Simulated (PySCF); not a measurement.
**C$_{7}$H$_{4}$F$_{3}$ (doublet): density, localisation and related maps**

| atom | x (Å) | y (Å) | z (Å) |
| --- | --- | --- | --- |
| F | 2.2381 | -1.2559 | -1.1008 |
| C | 2.0138 | -0.3158 | -0.1683 |
| F | 2.7748 | 0.7375 | -0.4980 |
| F | 2.5240 | -0.8026 | 0.9813 |
| C | 0.5578 | 0.0313 | -0.0354 |
| C | 0.1859 | 1.3316 | 0.3187 |
| C | -1.1492 | 1.5708 | 0.4424 |
| C | -2.1380 | 0.6521 | 0.2553 |
| C | -1.7489 | -0.6425 | -0.0875 |
| C | -0.4078 | -0.9477 | -0.2289 |
| H | 0.9339 | 2.0936 | 0.4742 |
| H | -3.1824 | 0.8993 | 0.3646 |
| H | -2.4987 | -1.4037 | -0.2423 |
| H | -0.1040 | -1.9485 | -0.4974 |

Geometry: GFN2-xTB.

Theory: PySCF 2.14.0, density-fitted response routines, UKS B3LYP, pcH-1 on C F H, non-relativistic, mean-field spin-orbit, GIAO.

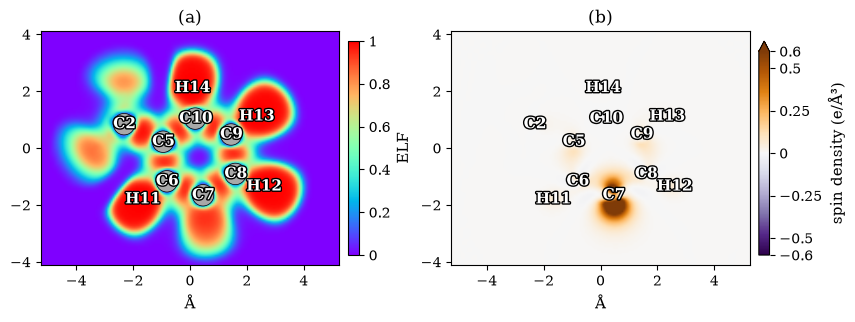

Figure 1. (a) ELF; (b) spin density on the plane of atoms C2, C5 and C6. Grey discs cover the atomic cores in the ELF map.

**What does the map show?**

The plane passes through C and H nuclei.
C–C (1.36 Å): the ELF peaks at about 0.95 between the atoms (a covalent bond).
C–H (1.08 Å): the ELF climbs to about 1 towards the hydrogen, as it does in any bond to H: a covalent bond by its length.
C–C (1.50 Å): the ELF peaks at about 1 between the atoms: a shared electron pair.
The ELF also peaks beside C7, F3 and F1, away from the bonds: non-bonding electrons, paired or unpaired.
The unpaired spin (1 electron) lies mostly on C7 (about 0.8), in electrons by Hirshfeld's partition.

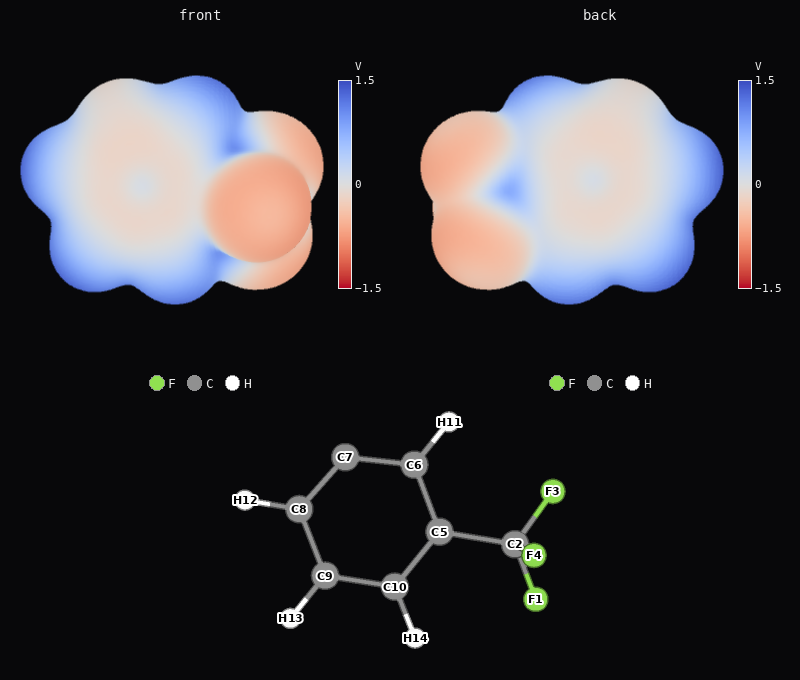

Figure 2. The molecular electrostatic potential painted on the density surface at 0.002 e/bohr³, seen from the front and from behind; the colour scale runs from red (negative) to blue (positive). The bare structure is drawn below in the same view.

**Where is the surface potential most negative and most positive?**

The most negative region (about −0.7 V, or −16 kcal/mol for a unit charge) lies over F4, the most positive (about +1.3 V, or +30 kcal/mol for a unit charge) over H12 and H13.

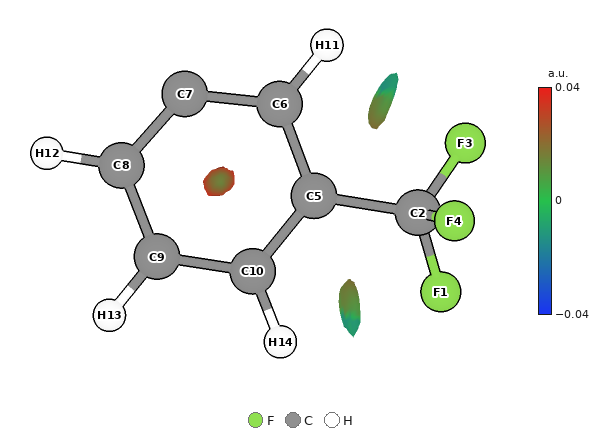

Figure 3. Non-covalent interaction (NCI) plot: the surface where the reduced density gradient is 0.6, for densities under 0.05 a.u., coloured by sign(λ₂)ρ; seen across its widest extent.

**Identify the weak interactions.**

Between H14 and C10 on one side and F1 and C2 on the other: a weak contact, attractive (blue-green) on one side and crowded (olive to red) on the other; between F3 and C2 on one side and C6 and H11 on the other: a weak contact, attractive (blue-green) on one side and crowded (olive to red) on the other; inside the ring or cage of C5, C6, C7, C8, C9 and C10: steric crowding (red).
